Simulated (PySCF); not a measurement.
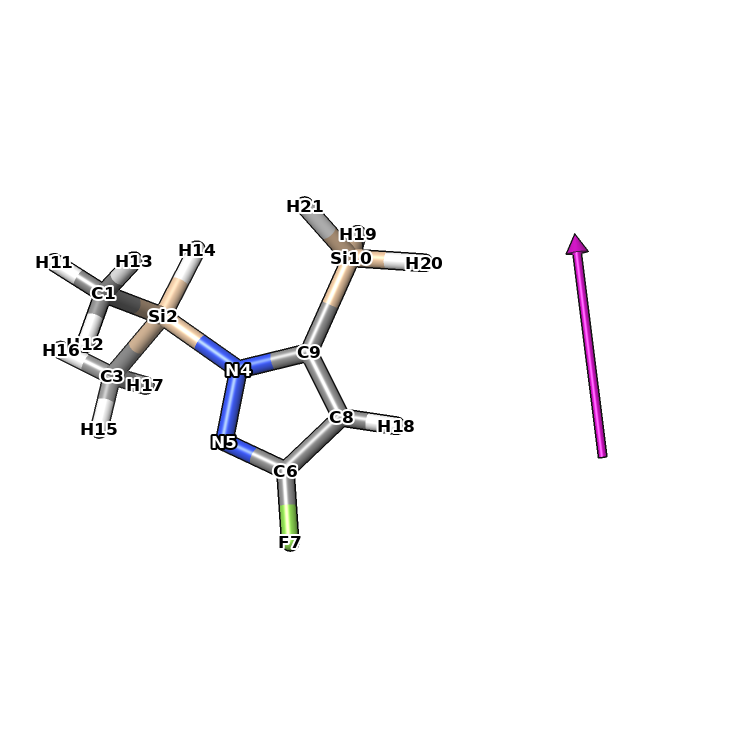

The arrow beside the molecule shows the direction of the dipole moment, from the negative to the positive end (its length means nothing). The geometry was computed by an optimisation with GFN2-xTB. No frequency run is at hand to confirm it as a minimum. Properties computed with PBE0/pcSseg-1, gas phase (PySCF 2.14.0).

**Estimate the dipole moment.**

2.92 D; it points from the side of F7 to the side of H21 (the outermost atoms at the two ends).

The geometry is semi-empirical. Around Si such bond lengths and angles can be off by a tenth of an ångström or more and by several degrees, and values that hang on the shape move with them.
